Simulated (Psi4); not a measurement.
# CH4BFO2 (SMILES COB(O)F) at MP2/cc-pVQZ (density fitting, density fitting for correlation, sweep point 3)

Aim: the vertical ionisation energy of CH4BFO2 at MP2/cc-pVQZ (density fitting, density fitting for correlation, sweep point 3), from 2 runs. 

Program for the calculation: Psi4 1.11.

## Step 1: The molecule

CH4BFO2: 9 atoms, total charge 0, spin state singlet. SMILES: `COB(O)F`. The coordinates come from a PBE0-D4/def2-TZVP relaxation. This is one conformer, not always the lowest.

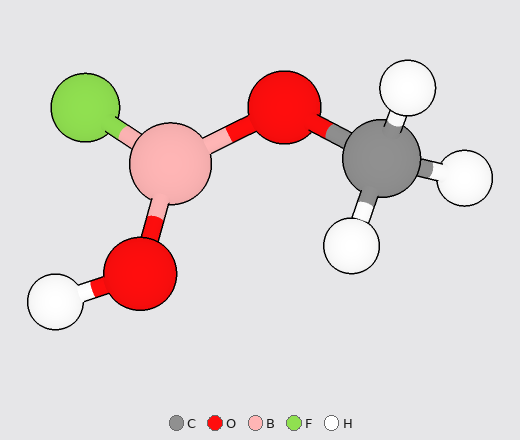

Viewed from a chosen angle; carbon grey, oxygen red, boron pink, fluorine green, hydrogen white.

## Step 2: The energy at MP2/cc-pVQZ (density fitting, density fitting for correlation, sweep point 3)

ch4bfo2.dat reads:

```
memory 1600 MB

molecule molecule1 {
  0 1
  C     -1.22699917     0.92842245    -2.05205360
  O     -0.92029662     1.30315514     0.57561058
  B      0.60546825    -0.16081569     1.98326757
  O      1.96607106    -2.10572182     0.99153930
  F      0.75872504     0.35470159     4.45087194
  H     -3.21536900     0.53894989    -2.44039232
  H     -0.07691185    -0.63816051    -2.74237055
  H     -0.68615956     2.65884466    -3.03603399
  H      2.96252365    -2.96705899     2.23743573
  units bohr
  symmetry c1
}

set basis cc-pVQZ
set puream true
set scf_type df
set num_frozen_docc 5

e_tot, wfn = energy("mp2", return_wfn=True)
```

Started as:

```console
$ psi4 -n 1 ch4bfo2.dat ch4bfo2.out
```

ch4bfo2.out:

```text
[...]
  Running in c1 symmetry.
[...]
  Nuclear repulsion =  174.221103798893495
[...]
  Multiplicity = 1
[...]
  Nalpha       = 20
  Nbeta        = 20
[...]
    Number of basis functions: 395
[...]
   @DF-RHF iter   1:  -314.21813336902784   -1.10596e+00   1.57512e-03 DIIS/ADIIS
[...]
   @DF-RHF iter  11:  -314.36649291363415   -3.39924e-11   5.37845e-09 DIIS
[...]
    Orbital Energies [Eh]
    ---------------------
    Doubly Occupied:
       1A    -26.288106     2A    -20.581712     3A    -20.568137
       4A    -11.280974     5A     -7.689313     6A     -1.606421
       7A     -1.399772     8A     -1.368962     9A     -0.950204
      10A     -0.787375    11A     -0.758901    12A     -0.716755
      13A     -0.684989    14A     -0.646086    15A     -0.633875
      16A     -0.612266    17A     -0.578792    18A     -0.551504
      19A     -0.503600    20A     -0.472323
[...]
  @DF-RHF Final Energy:  -314.36649291363415
   => Energetics <=
    Nuclear Repulsion Energy =            174.2211037988934947
    One-Electron Energy =                -779.8150635794067966
    Two-Electron Energy =                 291.2274668668791264
    Total Energy =                       -314.3664929136341470
[...]
 Multipole Moments:
 ------------------------------------------------------------------------------------
     Multipole            Electronic (a.u.)      Nuclear  (a.u.)        Total (a.u.)
 ------------------------------------------------------------------------------------
 L = 1.  Multiply by 2.5417464519 to convert [e a0] to [Debye]
 Dipole X            :          1.7245928           -1.4642665            0.2603263
 Dipole Y            :         -0.1254483           -0.3362175           -0.4616658
 Dipole Z            :          6.9538062           -7.4593349           -0.5055287
 Magnitude           :                                                    0.7324373
[...]
```

Run time: 14 s. Hardware: 1 thread of INTEL XEON PLATINUM 8581C at 2.10GHz (Emerald Rapids), shared host; peak memory 1.3 GiB.

## Step 3: The doublet cation, same level

job.dat reads:

```
memory 1.6 GB

molecule geom {
  1 2
  C     -1.22699917     0.92842245    -2.05205360
  O     -0.92029662     1.30315514     0.57561058
  B      0.60546825    -0.16081569     1.98326757
  O      1.96607106    -2.10572182     0.99153930
  F      0.75872504     0.35470159     4.45087194
  H     -3.21536900     0.53894989    -2.44039232
  H     -0.07691185    -0.63816051    -2.74237055
  H     -0.68615956     2.65884466    -3.03603399
  H      2.96252365    -2.96705899     2.23743573
  units au
  symmetry c1
}

set basis cc-pVQZ
set reference uhf
set puream true
set scf_type df
set num_frozen_docc 5
set maxiter 100

e, wfn = energy("mp2", return_wfn=True)
```

Started as:

```console
$ psi4 -n 1 job.dat job.out
```

job.out:

```text
[...]
  Running in c1 symmetry.
[...]
  Nuclear repulsion =  174.221103798893495
[...]
  Multiplicity = 2
[...]
  Nalpha       = 20
  Nbeta        = 19
[...]
    Number of basis functions: 395
[...]
   @DF-UHF iter   1:  -313.80625894716013   -6.94082e-01   1.43089e-03 ADIIS/DIIS
[...]
   @DF-UHF iter  21:  -313.97946106414372   -4.45766e-10   5.13693e-09 DIIS
[...]
   @S^2 Observed:                7.633770586E-01
[...]
    Orbital Energies [Eh]
    ---------------------
    Alpha Occupied:
       1A    -26.511600     2A    -21.022924     3A    -20.811423
       4A    -11.548939     5A     -7.967920     6A     -1.843978
       7A     -1.811970     8A     -1.608055     9A     -1.269041
      10A     -1.085885    11A     -1.085790    12A     -1.016559
      13A     -0.977523    14A     -0.935611    15A     -0.887005
      16A     -0.882873    17A     -0.822288    18A     -0.819329
      19A     -0.790171    20A     -0.771324
    Alpha Virtual:
      21A     -0.073109    22A     -0.046039    23A     -0.038856
      24A     -0.017397    25A      0.009123    26A      0.028256
[...]
  @DF-UHF Final Energy:  -313.97946106414372
   => Energetics <=
    Nuclear Repulsion Energy =            174.2211037988934947
    One-Electron Energy =                -768.8331684082593256
    Two-Electron Energy =                 280.6326035452220822
    Total Energy =                       -313.9794610641437203
  UHF NO Occupations:
  HONO-2 :   18  A 1.9980453
  HONO-1 :   19  A 1.9969893
  HONO-0 :   20  A 1.0000000
  LUNO+0 :   21  A 0.0030107
  LUNO+1 :   22  A 0.0019547
[...]
 Multipole Moments:
 ------------------------------------------------------------------------------------
     Multipole            Electronic (a.u.)      Nuclear  (a.u.)        Total (a.u.)
 ------------------------------------------------------------------------------------
 L = 1.  Multiply by 2.5417464519 to convert [e a0] to [Debye]
 Dipole X            :          0.9026169           -1.4642665           -0.5616495
 Dipole Y            :          0.5265911           -0.3362175            0.1903735
 Dipole Z            :          5.7260263           -7.4593349           -1.7333087
 Magnitude           :                                                    1.8319528
[...]
```

Wall time 29 s (1 thread of INTEL XEON PLATINUM 8581C at 2.10GHz (Emerald Rapids), shared host); peak memory 1.4 GiB.

## Step 4: Summary of results

At MP2/cc-pVQZ (density fitting, density fitting for correlation, sweep point 3), 5 core orbitals frozen:

```
                                                                  quantity          value
                                             singlet CH4BFO2: total energy  -315.43870 Eh
                      singlet CH4BFO2: HOMO energy (Hartree–Fock orbitals)      -12.85 eV
                      singlet CH4BFO2: LUMO energy (Hartree–Fock orbitals)        3.08 eV
                    singlet CH4BFO2: HOMO–LUMO gap (Hartree–Fock orbitals)       15.93 eV
              singlet CH4BFO2: correlation energy (5 core orbitals frozen)    -1072.2 mEh
                                              doublet cation: total energy  -314.99351 Eh
doublet cation: HOMO energy (Hartree–Fock orbitals) (highest over α and β)      -20.40 eV
 doublet cation: LUMO energy (Hartree–Fock orbitals) (lowest over α and β)       -8.29 eV
               doublet cation: correlation energy (5 core orbitals frozen)    -1014.1 mEh
                         doublet cation: ⟨S²⟩ of the reference determinant          0.763
                        vertical ionisation energy (to the doublet cation)      12.114 eV
```

In words: The vertical ionisation energy comes to 12.11 eV (279 kcal/mol).
